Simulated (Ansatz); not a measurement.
```xyz
8

Al    0.1037    0.8869   -0.1055
H    -0.6283   -0.4161    1.6165
C     1.7286    0.0949   -0.8750
H     1.7054   -1.0025   -0.7735
H     1.8147    0.3400   -1.9455
H     2.6316    0.4764   -0.3726
Cl   -1.6514   -0.4831   -0.1560
F     0.1511    0.1035    1.8408
```

Computed with UKS PBE0-D4/def2-SVP in Ansatz 0.2.0.

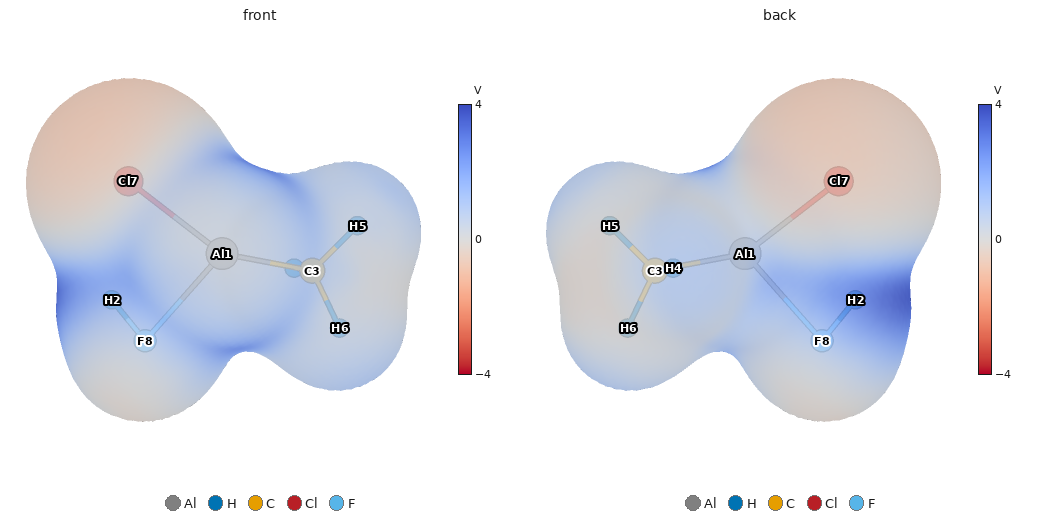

CH₄AlClF (doublet). The electrostatic potential painted on the density surface at 0.004 e/bohr³, seen from the front and from behind; red is negative and blue positive.

Which sites attract a positive test charge, and which a negative one?

Answer. A positive charge is drawn to the negative regions and a negative charge to the positive ones. The most negative region (about −0.8 V) lies over Cl7, the most positive (about +3.5 V) over H2.
